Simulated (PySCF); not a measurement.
# CH4ClIn (SMILES [CH3][InH][Cl]), step by step

Wanted: a geometry optimisation (HF-D3(0)/CRENBL), then vibrational wavenumbers, then a single-point energy (CCSD(T)/def2-SVP), then attachment energies (EOM-CCSD/BFD-VDZ) of CH4ClIn. The job is set up through a Python script.

The calculation is run with PySCF 2.14.0.

### 1 The molecule

The species is CH4ClIn (7 atoms), meant as a singlet with charge 0. SMILES: `[CH3][InH][Cl]`. All atoms were displaced at random from a relaxed shape. The run starts from this shape.

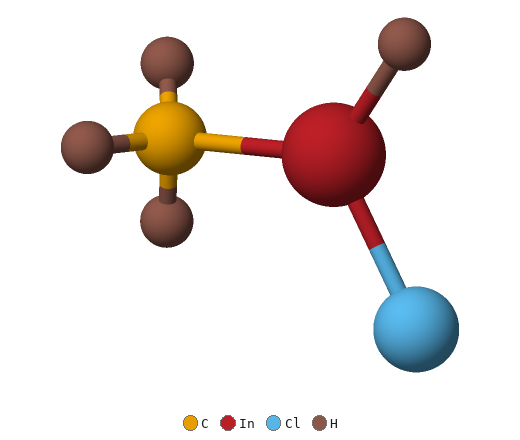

The structure, seen from a chosen angle (carbon amber, indium red, chlorine blue, hydrogen brown).

### 2 A geometry optimisation at HF-D3(0)/CRENBL (density fitting with def2-universal-jkfit, core potential) (run 1)

File job.py:

```python
from pyscf import gto
from pyscf.geomopt.geometric_solver import kernel as optimise

mol = gto.Mole()
mol.atom = [
    ('C', (-0.958924, 0.397034, -0.349636)),
    ('In', (1.117356, -0.363750, 0.207941)),
    ('Cl', (1.197329, -1.781972, 1.863686)),
    ('H', (-1.171524, 0.413302, -1.374922)),
    ('H', (-1.666120, -0.244378, 0.206031)),
    ('H', (-1.050768, 1.469265, 0.198288)),
    ('H', (2.627004, -0.012241, -0.568880)),
]
mol.basis = 'crenbl'
mol.max_memory = 1860
mol.ecp = {'C': 'crenbl', 'In': 'crenbl', 'Cl': 'crenbl'}
mol.verbose = 3
mol.build()

calc0 = mol.RHF()
calc0 = calc0.density_fit(auxbasis='def2-universal-jkfit')
calc0.disp = 'd3zero'
converged, mol_eq = optimise(calc0, maxsteps=100)
print('converged:', converged)
print(mol_eq.tostring())

calc0.reset(mol_eq)
mol = mol_eq
calc0.kernel()
e_final = calc0.e_tot
print('E = %.10f Eh' % e_final)
```

Run with:

```console
$ OMP_NUM_THREADS=1 python job.py
```

The log of the run:

```text
maxiter                   100
[... 37 lines left out ...]
> Will converge when all 5 criteria are reached:
[... 20 lines left out ...]
converged SCF energy = -79.1978080537005
[... 24 lines left out ...]
converged SCF energy = -79.2261031991379
[... 49 lines left out ...]
converged SCF energy = -79.2275431331728
[... 49 lines left out ...]
converged SCF energy = -79.227636130193
[... 49 lines left out ...]
converged SCF energy = -79.2276407483961
[... 38 lines left out ...]
Converged! =D
[... 1 line left out ...]
converged: True
C          -0.93137877        0.41025140       -0.27680510
In          1.07006000       -0.29051670        0.10631076
Cl          1.18225350       -1.85001283        1.95694424
H          -1.13743259        0.44938380       -1.34542795
H          -1.64825758       -0.25300951        0.20197162
H          -1.06249948        1.41260753        0.13147411
H           2.62160792       -0.00144368       -0.59195968
converged SCF energy = -79.2276408744244
E = -79.2276408744 Eh
```

Wall time 56 s (1 thread of Intel Xeon at 2.50GHz (Skylake/Cascade Lake), shared host); peak memory 0.23 GiB.

Steps, from the record of the run:

```csv
step,energy from the first frame kept (eV),largest force (eV/Å)
0,0.0000,5.1560
1,-0.7700,0.6050
2,-0.7978,0.4833
3,-0.8091,0.1445
4,-0.8113,0.0717
5,-0.8117,0.0367
6,-0.8118,0.0091
7,-0.8118,0.0044
8,-0.8118,0.0016
```

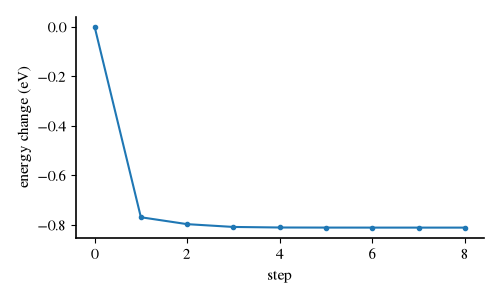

Energy along the run.

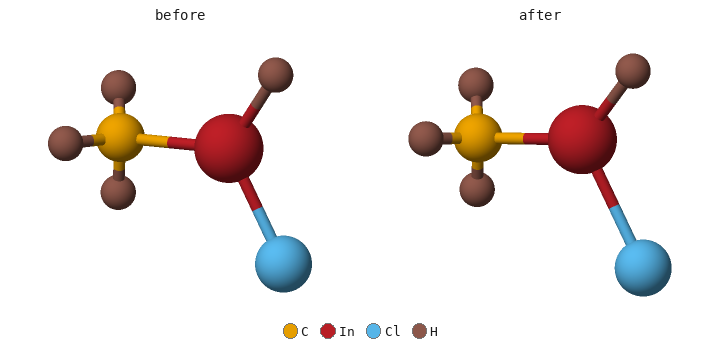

Before and after, at one scale.

After the run. Bond lengths: C1–In2 2.155 Å, In2–Cl3 2.423 Å, C1–H4 1.089 Å, C1–H5 1.088 Å, C1–H6 1.090 Å, In2–H7 1.726 Å. Angles: C1–In2–Cl3 112.8°, C1–In2–H7 135.1°, Cl3–In2–H7 112.0°, In2–C1–H4 111.2°, In2–C1–H5 109.6°, In2–C1–H6 110.1°, H4–C1–H5 109.2°, H4–C1–H6 108.2°, H5–C1–H6 108.5°.

### 3 The harmonic vibrations at HF-D3(0)/CRENBL (density fitting with def2-universal-jkfit, core potential) (run 2)

File run.py:

```python
# [CH3][InH][Cl]
import numpy
from pyscf import gto, symm
from pyscf.hessian import thermo

system = gto.M(
    atom=[
    ('C', (-1.847443, 0.965813, -0.737650)),
    ('In', (0.153996, 0.265045, -0.354534)),
    ('Cl', (0.266189, -1.294451, 1.496099)),
    ('H', (-2.053497, 1.004946, -1.806273)),
    ('H', (-2.564322, 0.302552, -0.258873)),
    ('H', (-1.978563, 1.968170, -0.329371)),
    ('H', (1.705544, 0.554118, -1.052805)),
],
    basis='crenbl',
    spin=0,
    ecp={'C': 'crenbl', 'In': 'crenbl', 'Cl': 'crenbl'},
    max_memory=1860,
    verbose=3,
)

mf = system.RHF()
mf = mf.density_fit(auxbasis='def2-universal-jkfit')
mf.disp = 'd3zero'
mf.kernel()

e_tot = mf.e_tot
print('Final energy', e_tot)
hess = mf.Hessian().kernel()
modes = thermo.harmonic_analysis(system, hess)
print('frequencies (1/cm)', numpy.round(modes['freq_wavenumber'], 1))
symm.geom.TOLERANCE = 1e-3  # for the symmetry number
th = thermo.thermo(mf, modes['freq_au'], 298.15, 101325)
thermo.dump_thermo(system, th)
```

Run with:

```console
$ OMP_NUM_THREADS=1 python run.py
```

The log of the run:

```text
converged SCF energy = -79.2276408744345
Final energy -79.2276408744345

WARN: DFTD3 does not support analytical Hessian, using finite difference

WARN: Mole.unit (angstrom) is changed to Bohr

frequencies (1/cm) [  16.9  116.3  334.   381.4  519.1  544.5  776.3  813.1 1359.7 1584.8
 1587.6 1902.  3104.2 3193.6 3215.5]
temperature 298.1500 [K]
pressure 101325.00 [Pa]
Rotational constants [GHz] 9.59685 2.50455 2.01096
Symmetry number 1
Zero-point energy (ZPE) 0.04431 [Eh]   116330.911 [J/mol]
                           tot       elec      trans        rot        vib
Entropy [J/mol/K]       341.272      0.000    172.524    110.040     58.708
Cv [J/mol/K]             70.835      0.000     12.472     12.472     45.892
Cp [J/mol/K]             79.150      0.000     20.786     12.472     45.892
Internal energy [J/mol]                      3718.434   3718.434 123938.784
Internal energy [Eh]   -79.17760  -79.22764
Enthalpy [J/mol]                             6197.391   3718.434 123938.784
Enthalpy [Eh]          -79.17666
Gibbs free energy [J/mol]                  -45240.727 -29089.929 106435.112
Gibbs free energy [Eh] -79.21541
```

Run time: 56 s. Hardware: 1 thread of Intel Xeon at 2.50GHz (Skylake/Cascade Lake), shared host; peak memory 0.63 GiB.

### 4 A single-point energy at CCSD(T)/def2-SVP (core potential) (run 3)

File job.py:

```python
from pyscf import gto, cc

mol = gto.M(
    atom='''
C       -0.931379       0.410251      -0.276805
In       1.070060      -0.290517       0.106311
Cl       1.182253      -1.850013       1.956944
H       -1.137433       0.449384      -1.345428
H       -1.648258      -0.253010       0.201972
H       -1.062499       1.412608       0.131474
H        2.621608      -0.001444      -0.591960
''',
    charge=0,
    basis='def2-svp',
    max_memory=1860,
    ecp={'In': 'def2-svp'},
    spin=0,
    verbose=4,
)

mf = mol.RHF()
mf.kernel()

mycc = cc.CCSD(mf, frozen=10)
mycc.kernel()
e_t = mycc.ccsd_t()
e_final = mycc.e_tot + e_t
print(f'total energy: {e_final:.8f} hartree')
mf.analyze()
```

Run with:

```console
$ OMP_NUM_THREADS=1 python job.py
```

The log of the run:

```text
PySCF version 2.14.0

[... 100 lines left out ...]
MO #1   energy= -104.736542744096  occ= 2
[... 10 lines left out ...]
MO #12  energy= -1.05798525246263  occ= 2
[... 10 lines left out ...]
MO #23  energy= -0.418522022718485 occ= 2
[... 10 lines left out ...]
MO #34  energy= 0.334549540404352  occ= 0
[... 10 lines left out ...]
MO #45  energy= 0.885643502174757  occ= 0
[... 10 lines left out ...]
MO #56  energy= 1.2746887135948    occ= 0
[... 10 lines left out ...]
MO #67  energy= 2.24372535673427   occ= 0
[... 10 lines left out ...]
MO #78  energy= 61.6563259529512   occ= 0
[... 88 lines left out ...]
Dipole moment(X, Y, Z, Debye): -0.85474,  2.47460, -2.76646
```

Run time: 26 s. Hardware: 1 thread of Intel Xeon at 2.50GHz (Skylake/Cascade Lake), shared host; peak memory 0.35 GiB.

### 5 Attachment energies at EOM-CCSD/BFD-VDZ (core potential, root kind ea) (run 4)

File geometry.xyz:

```xyz
7

C     -0.931379     0.410251    -0.276805
In     1.070060    -0.290517     0.106311
Cl     1.182253    -1.850013     1.956944
H     -1.137433     0.449384    -1.345428
H     -1.648258    -0.253010     0.201972
H     -1.062499     1.412608     0.131474
H      2.621608    -0.001444    -0.591960
```

File job.py:

```python
import numpy
from pyscf import gto, cc

molecule = gto.Mole()
molecule.atom = 'geometry.xyz'
molecule.basis = 'bfd-vdz'
molecule.spin = 0
molecule.max_memory = 1860
molecule.ecp = {'C': 'bfd', 'In': 'bfd', 'Cl': 'bfd', 'H': 'bfd'}
molecule.verbose = 3
molecule.build()

hf = molecule.RHF()
hf.kernel()

mycc = cc.CCSD(hf)
mycc.kernel()
e_final = mycc.e_tot
print('E(%s) = %.9f' % ('EOM-CCSD', e_final))

e, vec = mycc.eaccsd(nroots=2)
roots = numpy.atleast_1d(e) * 27.211386
print('EOM-EA-CCSD roots (eV)')
for i, w in enumerate(roots, 1):
    print('%3d %10.4f' % (i, w))
```

Run with:

```console
$ OMP_NUM_THREADS=1 python job.py
```

The log of the run:

```text
converged SCF energy = -24.469146551028
E(CCSD) = -24.84676120965286  E_corr = -0.3776146586248925
E(EOM-CCSD) = -24.846761210
EOM-EA-CCSD roots (eV)
  1     0.1825
  2     0.9209
```

It took 32 s on 1 thread of Intel Xeon at 2.50GHz (Skylake/Cascade Lake), shared host; peak memory 0.28 GiB.

### 6 Summary of results

| quantity | value |
| --- | --- |
| run 1, HF-D3(0)/CRENBL: total energy at the end | -79.22764 Eh |
| run 1, HF-D3(0)/CRENBL: dipole moment | 4.38 D |
| run 1, HF-D3(0)/CRENBL: HOMO energy | -10.80 eV |
| run 1, HF-D3(0)/CRENBL: LUMO energy | 0.79 eV |
| run 1, HF-D3(0)/CRENBL: HOMO–LUMO gap | 11.60 eV |
| run 1, HF-D3(0)/CRENBL: dispersion energy | -5.66 kJ/mol |
| run 2, HF-D3(0)/CRENBL: lowest harmonic wavenumber | 17 cm⁻¹ |
| run 2, HF-D3(0)/CRENBL: highest harmonic wavenumber | 3216 cm⁻¹ |
| run 2, HF-D3(0)/CRENBL: zero-point energy | 116.3 kJ/mol |
| run 2, HF-D3(0)/CRENBL: ideal-gas entropy at 298.15 K (symmetry number 1 as used) | 81.6 cal/(mol K) |
| run 3, CCSD(T)/def2-SVP: total energy | -689.18530 Eh |
| run 3, CCSD(T)/def2-SVP: dipole moment (Hartree–Fock density) | 3.81 D |
| run 3, CCSD(T)/def2-SVP: HOMO energy (Hartree–Fock orbitals) | -10.68 eV |
| run 3, CCSD(T)/def2-SVP: LUMO energy (Hartree–Fock orbitals) | 0.97 eV |
| run 3, CCSD(T)/def2-SVP: HOMO–LUMO gap (Hartree–Fock orbitals) | 11.64 eV |
| run 3, CCSD(T)/def2-SVP: correlation energy (10 core orbitals frozen) | -416.5 mEh |
| run 3, CCSD(T)/def2-SVP: (T) correction | -10.57 mEh |
| run 3, CCSD(T)/def2-SVP: T1 diagnostic | 0.010 |
| run 4, EOM-CCSD/BFD-VDZ: ground-state or mean-field energy | -24.84676 Eh |
| run 4, EOM-CCSD/BFD-VDZ: dipole moment (Hartree–Fock density) | 4.10 D |
| run 4, EOM-CCSD/BFD-VDZ: HOMO energy (Hartree–Fock orbitals) | -10.84 eV |
| run 4, EOM-CCSD/BFD-VDZ: LUMO energy (Hartree–Fock orbitals) | 0.62 eV |
| run 4, EOM-CCSD/BFD-VDZ: HOMO–LUMO gap (Hartree–Fock orbitals) | 11.47 eV |
| run 4, EOM-CCSD/BFD-VDZ: correlation energy | -377.6 mEh |
| run 4, EOM-CCSD/BFD-VDZ: T1 diagnostic | 0.010 |
| run 4, EOM-CCSD/BFD-VDZ: lowest attachment energy, E(N+1) − E(N) | 0.18 eV |

**Reading.** The optimisation (run 1, HF-D3(0)/CRENBL) took 8 steps and changed the energy by -0.812 eV. All 15 modes (run 2, HF-D3(0)/CRENBL) are real, though the softest (17 cm⁻¹) is within numerical noise. Mulliken charges (run 3, CCSD(T)/def2-SVP) of the mean-field density run from -0.46 on Cl3 to +0.80 on In2; they depend strongly on the basis. The triples (run 3, CCSD(T)/def2-SVP) make up 2.5 % of the correlation energy. A positive attachment energy means an unbound electron; such a root is set by the basis. Mulliken charges (run 4, EOM-CCSD/BFD-VDZ) of the mean-field density run from -0.38 on Cl3 to +0.31 on In2; they depend strongly on the basis.
